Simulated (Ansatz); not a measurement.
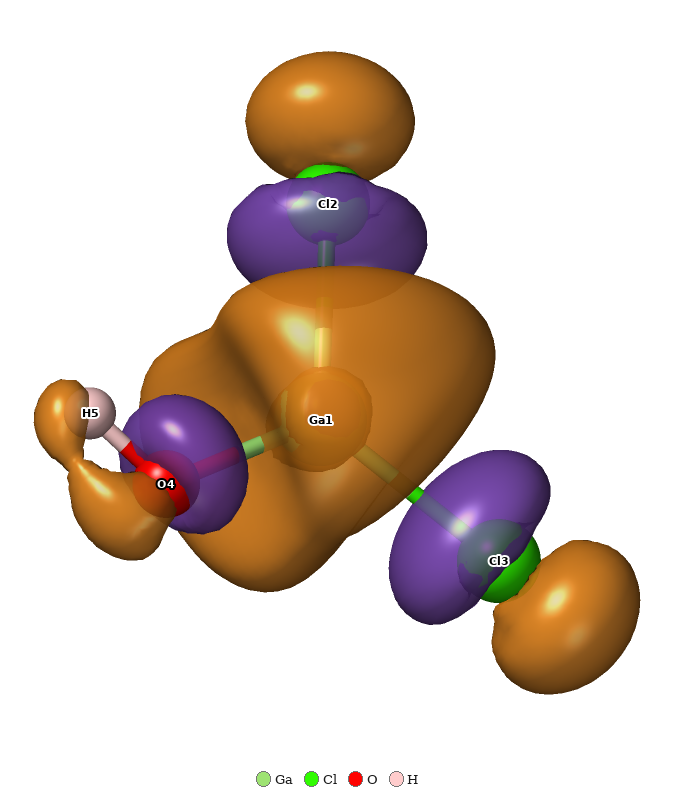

Figure 1: Cl₂GaHO. The LUMO at ±0.1 Å⁻³ᐟ² (orange and purple are the two phases), seen at a tilt.

Computed with Ansatz 0.2.0, RKS PBE0/def2-SVP.

Input file:

```
crystal:
  periodic: [false, false, false]
  atoms:
    - { symbol: Ga, position_ang: [0.0, 0.0, 0.0] }
    - { symbol: Cl, position_ang: [0.0, 0.0, 2.24] }
    - { symbol: Cl, position_ang: [1.9398, 0.0, -1.12] }
    - { symbol: O, position_ang: [-1.5501, 0.0, -0.895] }
    - { symbol: H, position_ang: [-2.0598, -0.8467, -0.6865] }
basis:
  gaussian: { orbitals: def2-SVP }
hamiltonian:
  xc: pbe0
relax:
  f_tol: 0.02
  max_steps: 40
output:
  orbitals: {}
```

Launched as:

```sh
ansatz run input.yaml --threads 1 --pin off --max-ram 2048MiB --backend cpu --events-out ev --progress --plain --runs-dir out
```

The fields are those of the run's last geometry, not of the input's.

> What is the character of this orbital?

By Hirshfeld shares it lies mainly on Ga1 (about 50 %), Cl2 (about 20 %), Cl3 (about 15 %) and O4 (about 10 %); it is symmetric in the molecular plane (an in-plane orbital: σ, lone-pair or in-plane π type). Its energy is −1.44 eV.
